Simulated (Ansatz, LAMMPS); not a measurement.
**Amorphous 44Tb2O3-56MgO (mol %) (83 atoms): geometry optimisation**

Aim: bring amorphous 44Tb2O3-56MgO (mol %) (83 atoms) to a nearby minimum of the energy and see what moves.

Calculated with Ansatz 0.2.0; Kohn-Sham DFT, PBEsol, PAW (set soft_2), plane waves.

## Step 1: Starting point

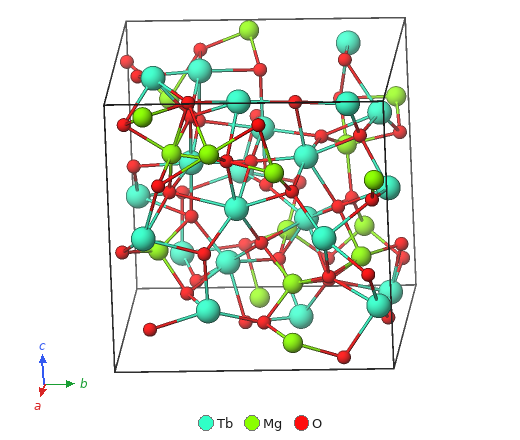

Start, viewed slightly off an axis; terbium teal, magnesium green, oxygen red. Some periodic images of atoms are drawn too.

The cell holds 83 atoms: 22 Tb, 14 Mg and 47 O. Cell: a = 10.630 Å, b = 10.630 Å, c = 10.630 Å, α = 90.0°, β = 90.0°, γ = 90.0°. 83 atoms (22 Gd, 14 Mg, 47 O) placed at random at 6.41 g/cm³, melted at 5000 K for 10 ps at fixed volume with the Morse and Coulomb pair potential with partial charges (Pedone, Malavasi, Menziani, Cormack and Segre, J. Phys. Chem. B 110, 11780 (2006)). Quenched from 5000 K to 300 K at 50 K/ps and fixed volume, held 10 ps at zero pressure, then minimised at fixed cell. Then Gd was replaced by Tb and the cell scaled by 1.008 (the potential has no terms for the new elements, so the cell is a start for a DFT relaxation).

## Step 2: Single point at the start

The forces at the start show how far the geometry lies from a minimum of this functional.

input.yaml

```yaml
crystal:
  lattice:
    - [10.63017, 0.0, 0.0]
    - [0.0, 10.63017, 0.0]
    - [0.0, 0.0, 10.63017]
  atoms:
    - { symbol: Tb, position: [0.2846, 0.50014, 0.68114], spin: 6.0 }
    - { symbol: Tb, position: [0.84861, 0.3294, 0.17757], spin: 6.0 }
    - { symbol: Tb, position: [0.13815, 0.18018, 0.17258], spin: 6.0 }
    - { symbol: Tb, position: [0.40346, 0.94495, 0.10056], spin: 6.0 }
    [... 73 atom lines left out ...]
    - { symbol: O, position: [0.06347, 0.4002, 0.17851] }
    - { symbol: O, position: [0.93428, 0.12627, 0.13731] }
    - { symbol: O, position: [0.07291, 0.46038, 0.66231] }
    - { symbol: O, position: [0.64658, 0.23818, 0.18098] }
    - { symbol: O, position: [0.20375, 0.9764, 0.16506] }
    - { symbol: O, position: [0.26904, 0.50248, 0.46589] }
magnetization:
  spin_polarized: true
kpoints:
  mp_grid: { grid: [1, 1, 1] }
hamiltonian:
  xc: pbesol
scf:
  occupations: { method: fermi_dirac, width: 0.05 }
  lower_state_search: "off"
output:
  forces: true
  stress: true
  populations: intrinsic
  dos:
    method: { smearing: { sigma: 0.15 } }
    de: 0.1
    projected: { site_lists: { Mg: [Mg], O: [O], Tb: [Tb] } }
  eigenvalues: true
```

The run is started by

```
$ ansatz run input.yaml --threads 4 --pin off --max-ram 8192MiB --backend cpu --events-out ev --progress --plain --runs-dir out
```

Numbers of over 12 decimals in the logs are rounded to 6 here.

Log:

```text
Tb: projections on atomic orbitals take those of the free atom [Kr 4d10] 4f9 5s2 5p6 5d0 6s2, of charge +0.00 (hamiltonian.pseudopotentials.projection_atoms); the dataset's partial waves leave at most 4.5e-4 of an orbital's norm unspanned inside its sphere
Engine: ansatz 0.2.0, aarch64-unknown-linux-gnu
Pseudopotentials: kind: paw
Pseudopotential: Tb, paw, valence charge 19, recommended cutoff 420 eV (normal), Tb.paw.azcp
Pseudopotential: Mg, paw, valence charge 10, recommended cutoff 420 eV (normal), Mg.paw.azcp
Pseudopotential: O, paw, valence charge 6, recommended cutoff 420 eV (normal), O.paw.azcp
[... 3 lines on functional and potentials left out ...]
Crystal: 83 atoms, lattice volume = 1201.215 Å³
Basis set: ecut = 420 eV, 23583 PW (Γ), exchange–correlation on 144×144×144 points (8 copies of the dense FFT grid, shifted against one another)
Bands: 584, of which v1, the nominal top of the filled ones, is band 420 counted from 1 (419 counted from 0)
Symmetry: 1 space group operations
Space group: P1 (ITA 1), of the structure as read, at distance tolerance 1.1e-4 Å
Magnetic group: BNS 1.1 (UNI 1), of the structure as read, at distance tolerance 1.1e-4 Å
k-points: 1
[... 10 lines on functional and potentials left out ...]
Initial density: superposition of atomic densities (chi_scale 0.1, normalization cell, long waves 87 % of neutral atoms (reshape's long-wave potential 1.87 eV rms, cloud 2.07 Å wide))
Starting moments: Σ|m| = 132 μB on 22 of 83 sites
Initial wavefunctions: pseudopotential atomic-orbital guess
Functional: x = pbesol(κ = 0.804, μ = 0.123457), c = pbesol(β = 0.046)
SCF iter   1: F=—  HF=-269695.207650 eV  |F-HF|=—  |Δ(HF+E_count)|=         —  Δρ=2.62e-1 (↑2.02e-1 ↓2.62e-1)  dr2=5.14e2  dr2_m=5.14e2  M=65.071 μB ∫|m|=144.525 μB  β_m=0.30  ethr=3.10e-3  ⟨swp⟩=6.0  Hψ=4692  notcnv=0  defer=11
preconditioner: auto → Kerker (q_TF=auto, 2.570 Å⁻¹)  [metal: Δε(μ)=0.002 eV  Ē_g=12.445 eV  σ=0.050 eV  W_gap=0.01  n_scr=340 (ndim 8)  ℏωp=28.0 eV  f_vac=0.000  D(μ)=168.72/eV (n_scr^D=2552)]
spin=Collinear: Kerker preconditioning applied to the charge; magnetization (m = ρ↑ − ρ↓) channel mixes plain (no charge-response kernel on spin).
SCF iter   2: F=—  HF=-269775.528613 eV  |F-HF|=—  |Δ(HF+E_count)|=    8.03e1  Δρ=4.02e-1 (↑3.37e-1 ↓4.02e-1)  dr2=5.55e3  dr2_m=4.30e2  M=17.967 μB ∫|m|=77.490 μB  β_m=0.30  ethr=3.10e-3  ⟨swp⟩=4.5  Hψ=3554  notcnv=0  defer=126
SCF iter   3: F=—  HF=-269905.039160 eV  |F-HF|=—  |Δ(HF+E_count)|=    1.30e2  Δρ=4.97e-1 (↑4.97e-1 ↓3.92e-1)  dr2=8.72e3  dr2_m=5.02e2  M=15.362 μB ∫|m|=51.447 μB  β_m=0.30  ethr=3.10e-3  ⟨swp⟩=5.5  Hψ=3335  notcnv=0  defer=232
SCF iter   4: F=—  HF=-269979.405684 eV  |F-HF|=—  |Δ(HF+E_count)|=    7.44e1  Δρ=4.80e-1 (↑3.98e-1 ↓4.80e-1)  dr2=8.78e3  dr2_m=3.97e2  M=20.000 μB ∫|m|=50.270 μB  β_m=0.30  ethr=3.10e-3  ⟨swp⟩=5.0  Hψ=3301  notcnv=0  defer=263
[...]
SCF iter   7: F=—  HF=-269807.643151 eV  |F-HF|=—  |Δ(HF+E_count)|=    1.29e2  Δρ=4.85e-1 (↑3.95e-1 ↓4.85e-1)  dr2=8.36e3  dr2_m=5.52e2  M=7.319 μB ∫|m|=51.488 μB  β_m=0.30  ethr=3.10e-3  ⟨swp⟩=5.5  Hψ=3433  notcnv=0  defer=213
SCF iter   8: F=—  HF=-269751.806082 eV  |F-HF|=—  |Δ(HF+E_count)|=    5.58e1  Δρ=4.38e-1 (↑4.38e-1 ↓3.64e-1)  dr2=7.30e3  dr2_m=3.90e2  M=42.499 μB ∫|m|=58.770 μB  β_m=0.30  ethr=3.10e-3  ⟨swp⟩=5.5  Hψ=3388  notcnv=0  defer=236
SCF iter   9: F=—  HF=-269686.927495 eV  |F-HF|=—  |Δ(HF+E_count)|=    6.49e1  Δρ=3.80e-1 (↑3.72e-1 ↓3.80e-1)  dr2=5.86e3  dr2_m=4.78e2  M=36.174 μB ∫|m|=78.923 μB  β_m=0.30  ethr=3.10e-3  ⟨swp⟩=6.0  Hψ=2731  notcnv=0  defer=243
SCF iter  10: F=—  HF=-269696.324149 eV  |F-HF|=—  |Δ(HF+E_count)|=    9.40e0  Δρ=3.78e-1 (↑3.06e-1 ↓3.78e-1)  dr2=4.97e3  dr2_m=4.00e2  M=47.928 μB ∫|m|=90.448 μB  β_m=0.30  ethr=3.10e-3  ⟨swp⟩=5.0  Hψ=2916  notcnv=0  defer=199
[...]
spin-set hold was let go at iteration 30 (at or past its limit, not by a criterion on the site moments or on the charge that they waited for): the magnetisation degrees of freedom join the quasi-Newton model from the next iteration; the mixer history was flushed
[...]
SCF iter  71: F=—  HF=-269710.512303 eV  |F-HF|=—  |Δ(HF+E_count)|=    5.34e1  Δρ=3.15e-1 (↑2.00e-1 ↓3.15e-1)  dr2=2.35e3  dr2_m=3.24e2  M=45.038 μB ∫|m|=118.803 μB  ethr=1.19e-7  ⟨swp⟩=14.5  Hψ=14724  notcnv=0
Mixer restart at iter 71: flushing history
iteration 71: the SCF's residuals had fallen too slowly under its mixing. It goes on by minimising its free energy, and can end on another state than longer mixing would; under `scf.algorithm: density_mixing` no SCF does so, but by `scf.convergence.dm_fallback`
SCF iter  72: F=—  HF=-269694.952441 eV  |F-HF|=—  |Δ(HF+E_count)|=    1.56e1  Δρ=1.51e-1 (↑1.51e-1 ↓1.45e-1)  dr2=1.11e3  dr2_m=4.57e1  M=48.156 μB ∫|m|=129.611 μB  ethr=1.19e-7  ⟨swp⟩=10.0  Hψ=13383  notcnv=0
SCF iter  73: F=—  HF=-269708.494985 eV  |F-HF|=—  |Δ(HF+E_count)|=    1.35e1  Δρ=3.38e-1 (↑3.38e-1 ↓1.87e-1)  dr2=2.65e3  dr2_m=3.61e2  M=46.405 μB ∫|m|=119.067 μB  ethr=1.19e-7  ⟨swp⟩=12.0  Hψ=12164  notcnv=0
SCF iter  74: F=—  HF=-269675.431246 eV  |F-HF|=—  |Δ(HF+E_count)|=    3.31e1  Δρ=1.43e-1 (↑7.21e-2 ↓1.43e-1)  dr2=3.92e2  dr2_m=7.07e1  M=33.553 μB ∫|m|=131.649 μB  ethr=1.19e-7  ⟨swp⟩=12.0  Hψ=10763  notcnv=0
SCF iter  75: F=—  HF=-269676.574972 eV  |F-HF|=—  |Δ(HF+E_count)|=    1.14e0  Δρ=9.47e-2 (↑4.11e-2 ↓9.47e-2)  dr2=1.71e2  dr2_m=2.88e1  M=33.816 μB ∫|m|=131.431 μB  ethr=1.19e-7  ⟨swp⟩=10.5  Hψ=9542  notcnv=0
SCF iter  76: F=—  HF=-269675.934579 eV  |F-HF|=—  |Δ(HF+E_count)|=   6.40e-1  Δρ=6.58e-2 (↑3.74e-2 ↓6.58e-2)  dr2=8.76e1  dr2_m=1.55e1  M=37.772 μB ∫|m|=131.422 μB  ethr=1.19e-7  ⟨swp⟩=9.0  Hψ=9384  notcnv=0
SCF iter  77: F=—  HF=-269676.034041 eV  |F-HF|=—  |Δ(HF+E_count)|=   9.95e-2  Δρ=5.94e-2 (↑3.39e-2 ↓5.94e-2)  dr2=7.23e1  dr2_m=1.27e1  M=39.372 μB ∫|m|=131.399 μB  ethr=1.19e-7  ⟨swp⟩=8.5  Hψ=8691  notcnv=0
SCF iter  78: F=—  HF=-269675.539899 eV  |F-HF|=—  |Δ(HF+E_count)|=   4.94e-1  Δρ=3.37e-2 (↑3.08e-2 ↓3.37e-2)  dr2=3.34e1  dr2_m=5.64e0  M=34.536 μB ∫|m|=131.329 μB  ethr=1.19e-7  ⟨swp⟩=9.0  Hψ=8947  notcnv=0
SCF iter  79: F=—  HF=-269675.206908 eV  |F-HF|=—  |Δ(HF+E_count)|=   3.33e-1  Δρ=8.10e-4 (↑8.10e-4 ↓4.23e-4)  dr2=1.25e-2  dr2_m=2.41e-3  M=36.022 μB ∫|m|=131.312 μB  ethr=1.19e-7  ⟨swp⟩=7.0  Hψ=7542  notcnv=0
```

The job ended after 23 min (4 threads of Arm Neoverse V2, shared host; peak memory 4.6 GiB).

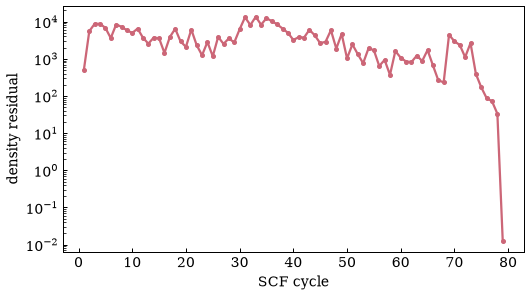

Residual by cycle in this run.

The run was cut off at its time limit.

After 79 cycles the residual stands at 0.013.

The session had allowed this step about 23 min.

[Logs are printed without paths, hosts, clocks, repeated set-up lines and the standing remarks that a program may print on its own settings, such as how far it seeks lower states.]

[Hosts, paths, dates, database ids (printed as entryN), source tags and the programs' standing remarks are cut or masked in the printed files.]
